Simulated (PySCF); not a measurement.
Vertical excitations of a molecule C₂H₅ClGeO from TDA-CAM-B3LYP/def2-SVPD run with PySCF, as energy in eV (oscillator strength): 6.42 (0.026), 6.51 (0.004), 6.69 (0.017), 6.81 (0.014), 7.07 (0.007), 7.29 (0.008), 7.48 (0.000), 7.52 (0.083), 7.64 (0.066), 7.87 (0.047). Lowest triplet (TDA): 5.84 eV. The structure is a stationary point at B3LYP-D3(BJ)/def2-SVP. The values are those of a single conformer.

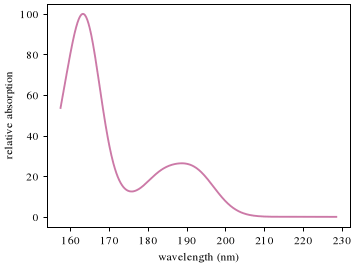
*The lines broadened by 0.4 eV.*

Problem. Which structure fits?
(A) [Cl][GeH]1[CH2]O[CH2]1
(B) O=C[CH2][GeH2][Cl]
(C) C[C](=O)[GeH2][Cl]
(D) [OH][GeH2]/[CH]=C/Cl

Solution. A, [Cl][GeH]1[CH2]O[CH2]1
